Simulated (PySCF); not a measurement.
# C6H12O2 (1,1-dimethylpropyl formate): the cost of one run

Programs: PySCF 2.14.0, with routines of our own; each step states its level. All values are computed. Atoms count from 0.

### 1 The starting structure

20 atoms, charge 0, multiplicity 1; geometry from: GFN2-xTB.

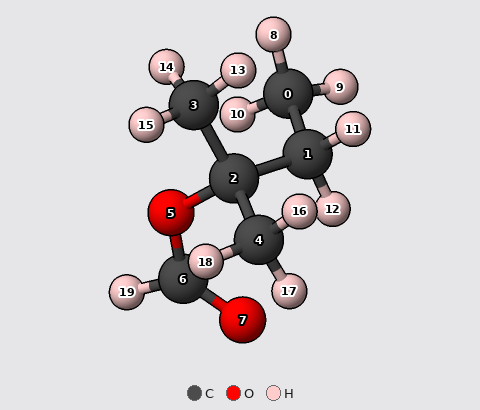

The starting geometry (carbon dark grey, oxygen red, hydrogen pink).

### 2 Geometry optimisation at PBE0-D3(BJ)/def2-SVP

What the job is given:

```
{"job": {"xc": "PBE0", "basis": "def2-SVP", "d3": "d3bj", "grid": 2, "kind": "geom"}, "charge": 0, "multiplicity": 1}
C     -1.939610     0.663032     0.592359
C     -0.652986    -0.067885     0.961184
C      0.285379    -0.318156    -0.230284
C     -0.399964    -1.115532    -1.339360
C      1.551124    -1.037961     0.237378
O      0.642298     0.942881    -0.865547
C      1.290711     1.878279    -0.213710
O      1.679761     1.880502     0.918225
H     -2.593963     0.034822    -0.006469
H     -2.473225     0.944459     1.496882
H     -1.718422     1.568486     0.031331
H     -0.893022    -1.034897     1.406291
H     -0.110071     0.516563     1.705341
H     -0.822941    -2.029414    -0.932816
H     -1.189642    -0.523685    -1.792019
H      0.319778    -1.370208    -2.112779
H      1.296625    -2.035964     0.583531
H      2.024367    -0.493159     1.049748
H      2.258450    -1.120886    -0.585498
H      1.440204     2.729403    -0.906825
```

On the command line:

```console
> OMP_NUM_THREADS=1 python excited_run.py task.json out
```

This one command runs all jobs of the session in turn.

**Question.** How long does this first job take on 1 thread of Arm Neoverse V1, shared host, and how much memory does it need?

About 1.8 min, with a peak of 0.8 GiB.
